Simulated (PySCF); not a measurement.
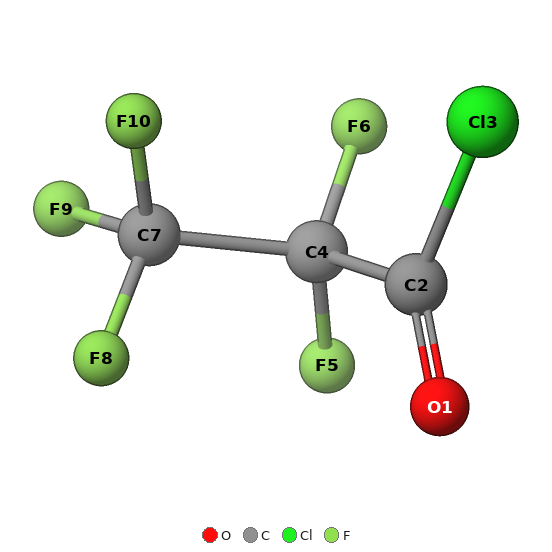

The geometry was computed by an optimisation with GFN2-xTB. No frequency run is at hand to confirm it as a minimum. Electric field gradients from the ground-state density, PBE0/pcSseg-1 (PySCF 2.14.0), non-relativistic apart from any core potentials.

Give the largest field-gradient component, the quadrupole coupling constant and the asymmetry for 17O at O1 (Q = −25.6 mb), 35Cl at Cl3 (Q = −81.7 mb).

```tsv
atom	V_zz (a.u.)	e²qQ/h (MHz)	η
O1	−1.719	10.34	0.58
Cl3	3.472	−66.7	0.36
```
